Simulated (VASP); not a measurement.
Band structure of NbH2 (space group P-3m1). These are PBE GGA, VASP's PBE PAW potentials (set 64) (plane waves; VASP) values and carry that method's errors.

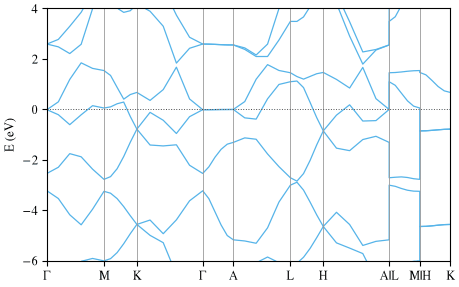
Figure: Bands along high-symmetry lines, zero at the valence-band maximum or, without a gap, the Fermi level

Task: Read the plot: is there a gap, and where are the band edges?

Result: It has no gap at this level: it comes out as a metal or semimetal.

The structure was generated: NbH2 was put into an ordered model structure, which need not be its known phase. The cell was not relaxed at this level. The electron count is odd and the run is not spin-polarised, which forces a metal.
